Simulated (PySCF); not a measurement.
Vertical excitations of a molecule C4H8OSi from TDDFT-PBE/def2-SVPD (PySCF), as energy in eV (oscillator strength): 5.39 (0.002), 5.74 (0.002), 5.74 (0.267), 5.79 (0.004), 6.16 (0.001), 6.34 (0.003), 6.67 (0.048), 6.67 (0.000), 6.91 (0.134), 7.08 (0.000). Lowest triplet (TDA): 4.04 eV. Coordinates come from a ωB97X-D3(BJ)/def2-SVP optimisation. The values are those of a single conformer.

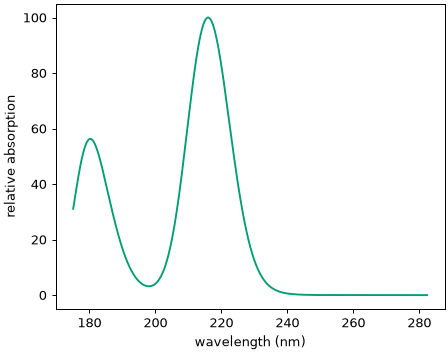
Figure: The lines broadened by 0.4 eV.

**Question.** Pick the molecule that these values belong to.
(A) C=C(C)C(=O)[SiH3]
(B) COC1=C[SiH2]C1
(C) [SiH3]/C=C1\CCO1
(D) CC1=CO[Si@H]1C

**Answer.** C, [SiH3]/C=C1\CCO1
